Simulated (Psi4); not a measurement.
# CH4FSi (SMILES C[SiH]F) at UMP2/cc-pVDZ (density fitting, density fitting for correlation, sweep point 1)

What is the vertical electron affinity of CH4FSi at UMP2/cc-pVDZ (density fitting, density fitting for correlation, sweep point 1)? 

The results are computed with Psi4 1.11.

## Step 1: The system as given

CH4FSi: 7 atoms, total charge 0, spin state doublet. As SMILES, `C[SiH]F`. The coordinates come from a PBE0-D4/def2-TZVP relaxation.

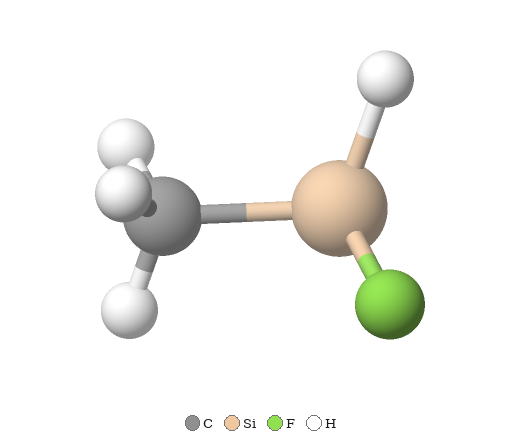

Viewed from a chosen angle; carbon grey, silicon light orange, fluorine green, hydrogen white.

## Step 2: A single-point energy at UMP2/cc-pVDZ (density fitting, density fitting for correlation, sweep point 1)

Input file input.inp:

```
memory 1600 MB

molecule {
  0 2
  C     -1.23493602     0.73604833    -0.56313839
  Si     1.73363475    -1.12268629    -0.19672049
  F      1.21074753    -3.42569552     1.71889488
  H     -2.73046528    -0.39268509    -1.42504247
  H     -0.88854922     2.38275567    -1.76065783
  H     -1.89104893     1.39518480     1.28425787
  H      3.80080615     0.42707810     0.94240642
  units bohr
  symmetry c1
}

set reference uhf
set puream true
set scf_type df
set num_frozen_docc 7
set maxiter 100

result, w = energy('mp2/cc-pVDZ', return_wfn=True)
print_variables()
```

On the command line:

```console
$ psi4 -n 1 input.inp input.out
```

input.out:

```text
[...]
  Running in c1 symmetry.
[...]
  Nuclear repulsion =  106.882452003914793
[...]
  Multiplicity = 2
[...]
  Nalpha       = 17
  Nbeta        = 16
[...]
    Number of basis functions: 66
[...]
   @DF-UHF iter   1:  -428.50043125189836   -7.22905e-01   6.06639e-03 ADIIS/DIIS
[...]
   @DF-UHF iter  13:  -428.59036633131541   -8.69704e-12   8.76069e-09 DIIS
[...]
   @S^2 Observed:                7.526509638E-01
[...]
    Orbital Energies [Eh]
    ---------------------
    Alpha Occupied:
       1A    -68.827907     2A    -26.275995     3A    -11.229480
       4A     -6.173716     5A     -4.284636     6A     -4.277804
       7A     -4.275418     8A     -1.578267     9A     -0.966094
      10A     -0.749528    11A     -0.659618    12A     -0.653368
      13A     -0.605582    14A     -0.573295    15A     -0.560858
      16A     -0.469890    17A     -0.336170
    Alpha Virtual:
      18A      0.153421    19A      0.171377    20A      0.223803
      21A      0.240643    22A      0.246642    23A      0.265146
      24A      0.410120    25A      0.433725    26A      0.487112
[...]
  @DF-UHF Final Energy:  -428.59036633131541
   => Energetics <=
    Nuclear Repulsion Energy =            106.8824520039147927
    One-Electron Energy =                -806.4552488266870114
    Two-Electron Energy =                 270.9824304914568529
    Total Energy =                       -428.5903663313154084
  UHF NO Occupations:
  HONO-2 :   15  A 1.9998996
  HONO-1 :   16  A 1.9989406
  HONO-0 :   17  A 1.0000000
  LUNO+0 :   18  A 0.0010594
  LUNO+1 :   19  A 0.0001004
[...]
 Multipole Moments:
 ------------------------------------------------------------------------------------
     Multipole            Electronic (a.u.)      Nuclear  (a.u.)        Total (a.u.)
 ------------------------------------------------------------------------------------
 L = 1.  Multiply by 2.5417464519 to convert [e a0] to [Debye]
 Dipole X            :          2.5611389           -2.7379416           -0.1768028
 Dipole Y            :         -4.9728978            5.5794419            0.6065441
 Dipole Z            :          1.3139249           -1.7976209           -0.4836961
 Magnitude           :                                                    0.7956864
[...]
```

Run time: 2.9 s. Hardware: 1 thread of Intel Xeon Platinum 8259CL at 2.50GHz (Skylake/Cascade Lake), shared host; peak memory 0.26 GiB.

## Step 3: The singlet anion at the same level

Input file job.in:

```
memory 1600 MB

molecule molecule1 {
  -1 1
  C     -1.23493602     0.73604833    -0.56313839
  Si     1.73363475    -1.12268629    -0.19672049
  F      1.21074753    -3.42569552     1.71889488
  H     -2.73046528    -0.39268509    -1.42504247
  H     -0.88854922     2.38275567    -1.76065783
  H     -1.89104893     1.39518480     1.28425787
  H      3.80080615     0.42707810     0.94240642
  units au
  symmetry c1
}

set globals {
  puream          true
  scf_type        df
  num_frozen_docc 7
}

E, wfn = energy('mp2/cc-pVDZ', return_wfn=True)
```

On the command line:

```console
$ psi4 -i job.in -o job.out -n 1
```

job.out:

```text
[...]
  Running in c1 symmetry.
[...]
  Nuclear repulsion =  106.882452003914793
[...]
  Multiplicity = 1
[...]
  Nalpha       = 17
  Nbeta        = 17
[...]
    Number of basis functions: 66
[...]
   @DF-RHF iter   1:  -428.43923532913686   -6.61709e-01   6.82217e-03 DIIS/ADIIS
[...]
   @DF-RHF iter  12:  -428.55542621500382   -2.72848e-12   3.87248e-09 DIIS
[...]
    Orbital Energies [Eh]
    ---------------------
    Doubly Occupied:
       1A    -68.529631     2A    -26.035010     3A    -11.020719
       4A     -5.875886     5A     -3.982694     6A     -3.980430
       7A     -3.978625     8A     -1.340603     9A     -0.754487
      10A     -0.505097    11A     -0.422498    12A     -0.420980
      13A     -0.373663    14A     -0.366028    15A     -0.340817
      16A     -0.233348    17A      0.001064
[...]
  @DF-RHF Final Energy:  -428.55542621500382
   => Energetics <=
    Nuclear Repulsion Energy =            106.8824520039147927
    One-Electron Energy =                -814.5568537032553422
    Two-Electron Energy =                 279.1189754843367723
    Total Energy =                       -428.5554262150038198
[...]
 Multipole Moments:
 ------------------------------------------------------------------------------------
     Multipole            Electronic (a.u.)      Nuclear  (a.u.)        Total (a.u.)
 ------------------------------------------------------------------------------------
 L = 1.  Multiply by 2.5417464519 to convert [e a0] to [Debye]
 Dipole X            :          1.6996077           -2.7379416           -1.0383339
 Dipole Y            :         -5.2260290            5.5794419            0.3534129
 Dipole Z            :          2.5179827           -1.7976209            0.7203618
 Magnitude           :                                                    1.3122344
[...]
```

Wall time 3 s (1 thread of Intel Xeon Platinum 8259CL at 2.50GHz (Skylake/Cascade Lake), shared host); peak memory 0.26 GiB.

## Step 4: Results

At UMP2/cc-pVDZ (density fitting, density fitting for correlation, sweep point 1), 7 core orbitals frozen:

| quantity | value |
| --- | --- |
| doublet CH4FSi: total energy | -429.00437 Eh |
| doublet CH4FSi: HOMO energy (Hartree–Fock orbitals) (highest over α and β) | -9.15 eV |
| doublet CH4FSi: LUMO energy (Hartree–Fock orbitals) (lowest over α and β) | 1.76 eV |
| doublet CH4FSi: correlation energy (7 core orbitals frozen) | -414.0 mEh |
| doublet CH4FSi: ⟨S²⟩ of the reference determinant | 0.753 |
| singlet anion: total energy | -428.99184 Eh |
| singlet anion: HOMO energy (Hartree–Fock orbitals) | 0.03 eV |
| singlet anion: LUMO energy (Hartree–Fock orbitals) | 9.67 eV |
| singlet anion: HOMO–LUMO gap (to an unbound level, set by the basis) | 9.65 eV |
| singlet anion: correlation energy (7 core orbitals frozen) | -436.4 mEh |
| vertical electron affinity (to the singlet anion) | -0.341 eV |

What this shows: The anion lies 0.34 eV (7.9 kcal/mol) above the neutral: the electron isn't bound at this level, and such a value depends on the basis. Without diffuse functions anions come out too high. The HOMO (singlet anion) lies at positive energy, 0.03 eV: the electron is unbound at this level or held by a compact basis; values depend on the basis.
